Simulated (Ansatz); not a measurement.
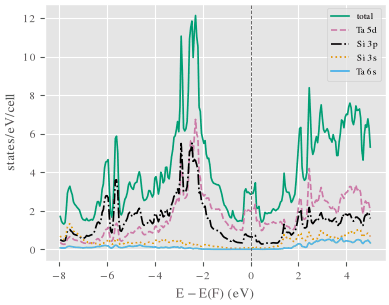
Fig. 1. Total and projected density of states of TaSi₂ in space group P6_222 (No. 180; Ta on 3c, Si on 6i), plane-wave PAW r²SCAN (Ansatz code)

Question: Which orbitals carry the states next to the Fermi level?

Answer: Within 0.5 eV of the Fermi level: Ta 5d 68 %, Si 3p 22 %, outside the projected shells 5 %. Projections are on Löwdin-orthogonalised atomic valence shells; empty p or d shells of many metals are not among them.

Question: Where is the tallest occupied peak in this window, and what makes it?

Answer: Near -2.3 eV, about 12 states/eV per cell; the largest projected share is Ta 5d.

Symmetry was held in the r²SCAN relaxation. The run is not spin-polarised. Spin–orbit coupling is left out wherever it is not named.

Potentials: the later of the program's two PAW sets.
